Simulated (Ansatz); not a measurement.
# [PH4]+ (phosphonium) at 4 levels

Aim: a comparison of 4 runs (B2PLYP/3-21G, PBE/3-21G, r2SCAN/6-31G, wB97X/6-31G) of [PH4]+ (phosphonium). 

Program for the calculation: Ansatz 0.2.0.

## 1. The molecule

[PH4]+: 5 atoms, total charge +1, spin state singlet. SMILES: `[PH4+]`. The H3–P1 distance was set to 1.719 Å, away from the relaxed value.

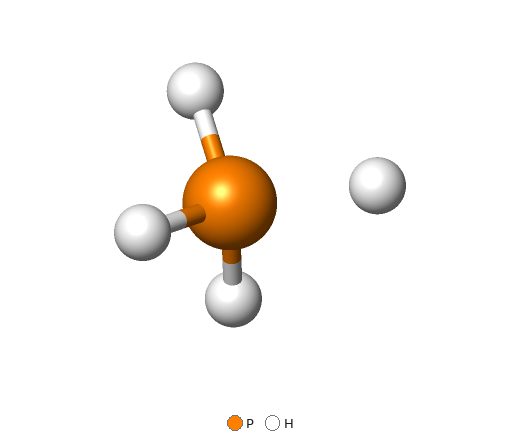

Viewed from a chosen angle; phosphorus orange, hydrogen white.

## 2. A single-point energy at B2PLYP/3-21G (run 1)

Contents of input.yaml:

```yaml
crystal:
  periodic: [false, false, false]
  atoms:
    - {symbol: P, position_ang: [0.154283, 0.253976, -0.172665]}
    - {symbol: H, position_ang: [1.511763, 0.192646, 0.037735]}
    - {symbol: H, position_ang: [-0.617320, -1.016050, 0.691010]}
    - {symbol: H, position_ang: [-0.107557, 0.120226, -1.516055]}
    - {symbol: H, position_ang: [-0.323947, 1.465116, 0.269115]}
basis:
  gaussian:
    orbitals: 3-21G.json
total_charge: 1
hamiltonian:
  xc: {name: B2PLYP}
correlation:
  frozen_orbitals: {H: 0, P: 5}
accuracy: high
```

The basis set 3-21G is read from a file made from the Basis Set Exchange's data (not shown).

Command:

```bash
ansatz run input.yaml --threads 1 --pin off --max-ram 2610MiB --events-out events.jsonl --progress --plain --runs-dir runs
```

What it wrote:

```text
Warning: RAYON_NUM_THREADS=1 ignored (pool sized by the plan → 1); use --threads N
Functional definition: B2PLYP
  name "B2PLYP"
  parameter a = 0.53
  parameter c = 0.27
  exchange = (1 - a)*b88_x + a*exact_x
  correlation = (1 - c)*lyp_c + c*(mp2_os + mp2_ss)
419 factors; integrals over basis functions are off by at most 4.0e-9 eV
mean field evaluation 1: about -9290.8755 eV, gradient 1.3e1 eV
mean field evaluation 2: about -9290.8549 eV, gradient 1.3e1 eV
mean field evaluation 4: about -9291.4223 eV, gradient 2.0e-1 eV
mean field evaluation 8: about -9291.4227 eV, gradient 1.6e-4 eV
mean field -9291.42271744 eV, -341.4534869133 hartree, gradient 2.4e-9 eV, S^2 0.000000; 0 other end points of the search recorded, 0 dependent functions left out
5 core orbitals not correlated: weight in the atoms' cores, before any rotation towards them, 1.000 or more for the frozen orbitals, at most 0.000 for the correlated occupied ones
reference -9291.42273454 eV, -341.4534875419 hartree; 4, 4 occupied and 12, 12 virtual orbitals, 419 factors
second order -2.55812392 eV of doubles, -0.00000000 eV of singles
Total energy: -9292.11342800 eV, -341.4788700583 hartree
```

It took 0.91 s on 1 thread of AMD EPYC 7R43 (Zen 3), shared host; peak memory 0.1 GiB.

## 3. The energy at PBE/3-21G (run 2)

Contents of job.yaml:

```yaml
crystal:
  periodic: [false, false, false]
  atoms:
    - symbol: P
      position_ang: [0.154283, 0.253976, -0.172665]
    - symbol: H
      position_ang: [1.511763, 0.192646, 0.037735]
    - symbol: H
      position_ang: [-0.617320, -1.016050, 0.691010]
    - symbol: H
      position_ang: [-0.107557, 0.120226, -1.516055]
    - symbol: H
      position_ang: [-0.323947, 1.465116, 0.269115]
basis:
  gaussian:
    orbitals: 3-21G.json
accuracy: high
hamiltonian:
  xc: {name: PBE}
total_charge: 1
```

The basis set 3-21G is read from a file made from the Basis Set Exchange's data (not shown).

Command:

```bash
ansatz run job.yaml --threads 1 --pin off --max-ram 2610MiB --events-out events.jsonl --progress --plain --runs-dir runs
```

What it wrote:

```text
Warning: RAYON_NUM_THREADS=1 ignored (pool sized by the plan → 1); use --threads N
Functional definition: PBE
  name "PBE"
  parameter kappa = 0.804
  parameter beta = 0.06672455060314922
  exchange = pbe_x(kappa = kappa, mu = beta*pi^2/3)
  correlation = pbe_c(beta = beta)
419 factors; integrals over basis functions are off by at most 4.0e-9 eV
mean field evaluation 1: about -9290.4609 eV, gradient 2.1e1 eV
mean field evaluation 2: about -9289.6171 eV, gradient 2.6e1 eV
mean field evaluation 4: about -9292.0288 eV, gradient 4.5e-1 eV
mean field evaluation 8: about -9291.9967 eV, gradient 5.9e-4 eV
mean field -9291.99667103 eV, -341.4745793188 hartree, gradient 2.2e-8 eV, S^2 0.000000; 0 other end points of the search recorded, 0 dependent functions left out
reference -9291.99667298 eV, -341.4745793904 hartree; 9, 9 occupied and 12, 12 virtual orbitals, 419 factors
Total energy: -9291.99667298 eV, -341.4745793904 hartree
```

It took 0.73 s on 1 thread of AMD EPYC 7R43 (Zen 3), shared host; peak memory 0.098 GiB.

## 4. A single-point energy at r2SCAN/6-31G (run 3)

Contents of run.yaml:

```yaml
crystal:
  periodic: [false, false, false]
  atoms:
    - {symbol: P, position_ang: [0.154283, 0.253976, -0.172665]}
    - {symbol: H, position_ang: [1.511763, 0.192646, 0.037735]}
    - {symbol: H, position_ang: [-0.617320, -1.016050, 0.691010]}
    - {symbol: H, position_ang: [-0.107557, 0.120226, -1.516055]}
    - {symbol: H, position_ang: [-0.323947, 1.465116, 0.269115]}
basis:
  gaussian: {orbitals: 6-31G}
total_charge: 1
hamiltonian: {xc: r2scan}
accuracy: high
```

Command:

```bash
ansatz run run.yaml --threads 1 --pin off --max-ram 2610MiB --events-out events.jsonl --progress --plain --runs-dir runs
```

What it wrote:

```text
Warning: RAYON_NUM_THREADS=1 ignored (pool sized by the plan → 1); use --threads N
Functional definition: r2SCAN
  name "r2SCAN"
  parameter k0 = 0.174
  parameter k1 = 0.065
  parameter a1 = 4.9479
  exchange = r2scan_x(k0 = k0, k1 = k1, a1 = a1)
  correlation = r2scan_c
476 factors; integrals over basis functions are off by at most 4.1e-9 eV
mean field evaluation 1: about -9341.0900 eV, gradient 1.8e1 eV
mean field evaluation 2: about -9340.8793 eV, gradient 2.0e1 eV
mean field evaluation 4: about -9342.4139 eV, gradient 3.0e-1 eV
mean field evaluation 8: about -9342.4037 eV, gradient 2.1e-4 eV
mean field -9342.40374599 eV, -343.3270051565 hartree, gradient 2.2e-8 eV, S^2 0.000000; 0 other end points of the search recorded, 0 dependent functions left out
reference -9342.40374650 eV, -343.3270051750 hartree; 9, 9 occupied and 12, 12 virtual orbitals, 476 factors
Total energy: -9342.40374650 eV, -343.3270051750 hartree
```

Run time: 1.5 s. Hardware: 1 thread of AMD EPYC 7R43 (Zen 3), shared host; peak memory 0.13 GiB.

## 5. A single-point energy at wB97X/6-31G (run 4)

Contents of run.yaml:

```yaml
crystal:
  periodic: [false, false, false]
  atoms:
    - symbol: P
      position_ang: [0.154283, 0.253976, -0.172665]
    - symbol: H
      position_ang: [1.511763, 0.192646, 0.037735]
    - symbol: H
      position_ang: [-0.617320, -1.016050, 0.691010]
    - symbol: H
      position_ang: [-0.107557, 0.120226, -1.516055]
    - symbol: H
      position_ang: [-0.323947, 1.465116, 0.269115]
basis:
  gaussian:
    orbitals: 6-31G
total_charge: 1
hamiltonian:
  xc: {name: wB97X}
accuracy: high
```

Command:

```bash
ansatz run run.yaml --threads 1 --pin off --max-ram 2610MiB --events-out events.jsonl --progress --plain --runs-dir runs
```

What it wrote, cut to the lines that bear on the results:

```text
Warning: RAYON_NUM_THREADS=1 ignored (pool sized by the plan → 1); use --threads N
Functional definition: wB97X
  name "wB97X"
[...]
      + exact_x_lr(omega)
[...]
      + integral(e_c_pw_opposite_spin*poly(b97_u_opposite, 1, cos1, cos2, cos3, cos4))
476 factors; integrals over basis functions are off by at most 4.1e-9 eV
187 factors; integrals over basis functions are off by at most 2.0e-9 eV
[...]
mean field -9342.93169518 eV, -343.3464069315 hartree, gradient 7.0e-9 eV, S^2 0.000000; 0 other end points of the search recorded, 0 dependent functions left out
reference -9342.93169319 eV, -343.3464068580 hartree; 9, 9 occupied and 12, 12 virtual orbitals, 476 factors
Total energy: -9342.93169319 eV, -343.3464068580 hartree
```

Wall time 3 s (1 thread of AMD EPYC 7R43 (Zen 3), shared host); peak memory 0.21 GiB.

## 6. All runs side by side

| run | level | frozen core orbitals | energy (Eh) | wall time |
| --- | --- | --- | --- | --- |
| 1 | B2PLYP/3-21G | 5 | -341.478870 | 0.91 s |
| 2 | PBE/3-21G | – | -341.474579 | 0.73 s |
| 3 | r2SCAN/6-31G | – | -343.327005 | 1.5 s |
| 4 | wB97X/6-31G | – | -343.346407 | 3 s |

## 7. What came out

```
           quantity          value
run 4: total energy  -343.34641 Eh
```

Totals of different functionals can't be ranked against each other. All runs together took 6.1 s, the longest 3 s.
